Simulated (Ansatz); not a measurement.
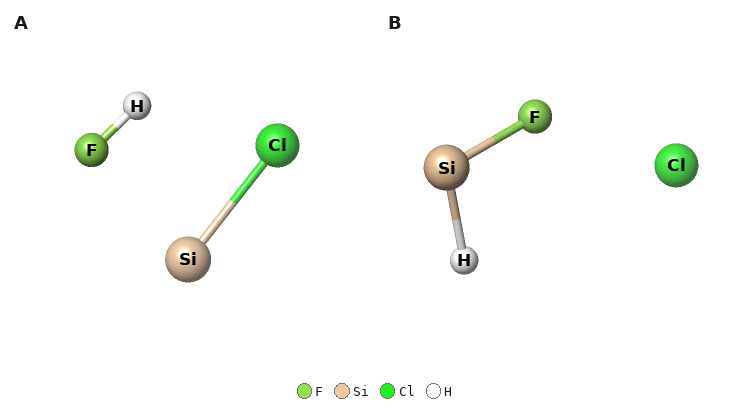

2 stationary structures of one formula. State: neutral, doublet. Geometries: PBE0-D4/def2-TZVP. Electronic energies: UHF-CCSD(T) (frozen core)/def2-TZVPP (Ansatz 0.2.0), without zero-point energy. No frequency run is at hand to confirm each as a minimum.

### Which is lowest in energy, and by how much?

A is lowest (Cs); B lies 101.9 kJ/mol above it (Cs).

The determinant isn't a pure spin state (⟨S²⟩ up to 1.05).
